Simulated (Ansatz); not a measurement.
```
CELL_PARAMETERS angstrom
4.24938 0.00000 0.00000
0.00000 4.24938 0.00000
0.00000 0.00000 7.59360
ATOMIC_POSITIONS crystal
Cd 0.50000 0.50000 0.00000
Rh 0.00000 0.00000 0.50000
Cl 0.00000 0.50000 0.30980
Cl 0.00000 0.50000 0.69020
Cl 0.50000 0.00000 0.30980
Cl 0.50000 0.00000 0.69020
Cl 0.00000 0.00000 0.00000
```

Space group P4/mmm; a structure from a database of computed crystals, not necessarily the ambient phase; started from the MgPPd5-123 prototype, which need not be the ambient phase; computed without spin polarisation.

Level of theory: DFT, r2SCAN+rVV10, plane waves, PAW (Ansatz).

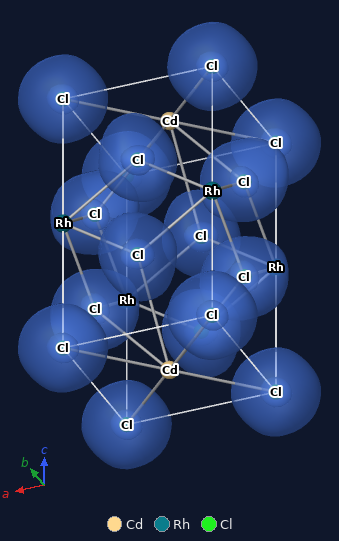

CdRhCl$_{5}$. Isosurface of the electron localisation function at 0.7 (blue), seen at an oblique angle. Core shells and regions of very low density are left out. Sticks mark near contacts.

Identify the bonds, lone pairs and shells in this picture.

The ELF exceeds this value in five regions wrapped around Cl (the valence shell of each), counted in one cell of 7 atoms. Any copies at cell faces, edges or corners count once. Along the contacts the grid gives the following. Rh–Cl (2.57 Å): the ELF peaks at about 0.85 in the valence shell of Cl, 0.7 Å from its nucleus, and drops to about 0.15 between the two atoms. Cd–Cl (3.00 Å): the ELF peaks at about 0.85 in the valence shell of Cl, 0.8 Å from its nucleus, and drops to about 0.05 between the two atoms; no localised pair shows between them.
